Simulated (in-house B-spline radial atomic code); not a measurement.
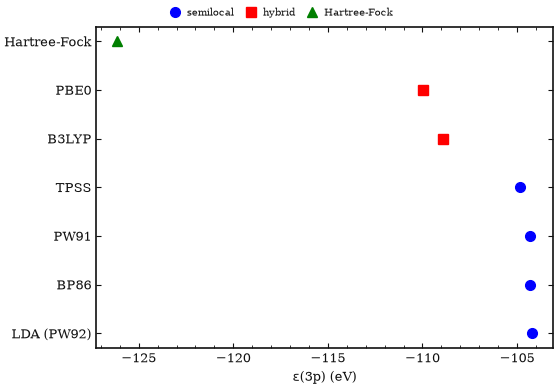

System: the Zn²⁺ ion, configuration [Ar] 3d10. All runs are scalar-relativistic, spin-polarised and spherical, computed with an in-house B-spline radial code (spin-free X2C). Hartree-Fock is the average over the configuration. The plot shows the eigenvalue (eV) of the 3p orbital by 7 methods.

Rank the methods.

The deepest is Hartree-Fock (−126) and the shallowest LDA (PW92) (−104), a spread of 21.9 eV. In order (eV): Hartree-Fock (−126), PBE0 (−110), B3LYP (−109), TPSS (−105), PW91 (−104), BP86 (−104), LDA (PW92) (−104). On the whole, exact exchange removes self-interaction and deepens occupied levels.
